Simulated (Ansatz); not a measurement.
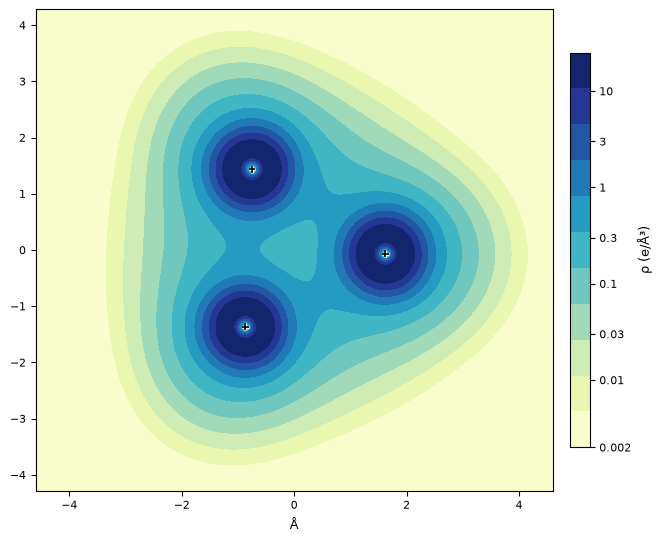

The electron density on a plane through atoms (crosses mark nuclei in the plane).

Computed with RKS PBE0-D4/def2-TZVP (Ansatz).

Candidates:
A. Ca2Se2
B. H6Sn3
C. C8H23GeN3

Question: Which candidate gave the map?

Answer: Candidate B: H6Sn3 on the plane of atoms Sn1, Sn4 and Sn7, which holds Sn. Sn–Sn (2.81 Å): ρ at the midpoint is about 0.37 e/Å³.
